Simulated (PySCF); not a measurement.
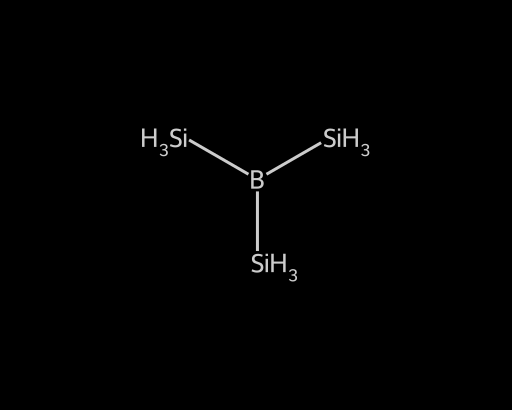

The drawing above gives the connectivity. The computed structure is the end point of a PBE0-D3(BJ)/def2-SVP optimisation. No frequency run is at hand to confirm it as a minimum.

What does the molecule look like in three dimensions?

Formula BH9Si3. Its SMILES string is `[SiH3]B([SiH3])[SiH3]`. It has no ring. Among its groups: Si–H bond. Coordination: 1 B trigonal planar; 3 Si tetrahedral.

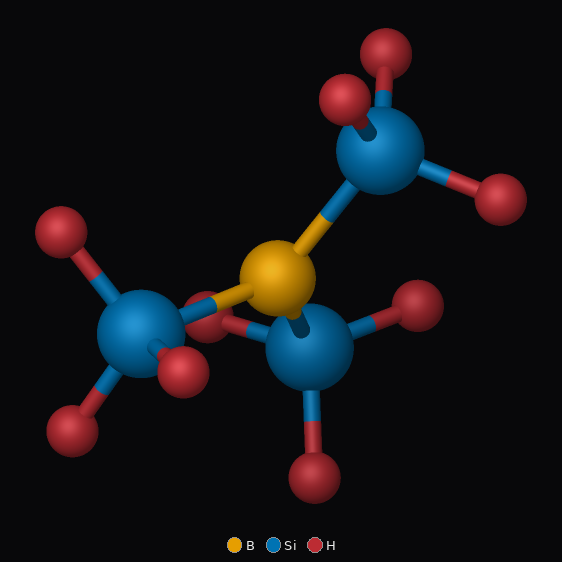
